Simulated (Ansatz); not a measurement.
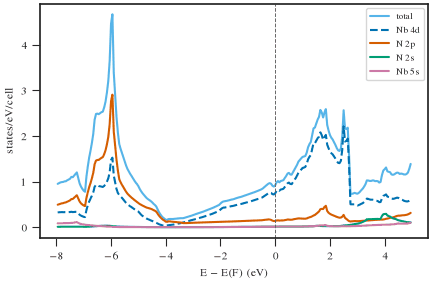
Figure. Total and projected density of states of NbN (rock salt, Fm-3m), PBE (plane waves, PAW; program Ansatz)

Problem. Which orbitals carry the states next to the Fermi level?

Solution. Within 0.5 eV of the Fermi level: Nb 4d 80 %, N 2p 16 %. Projections are on Löwdin-orthogonalised atomic valence shells; empty p or d shells of many metals are not among them.

Problem. Where is the tallest occupied peak in this window, and what makes it?

Solution. Near -5.9 eV, about 4.7 states/eV per cell; the largest projected share is N 2p.

The PBE relaxation kept the symmetry of its start. The run is not spin-polarised. Scalar-relativistic: spin–orbit coupling is off unless named, which matters more the heavier the elements.

Potentials: the later of the program's two PAW sets.
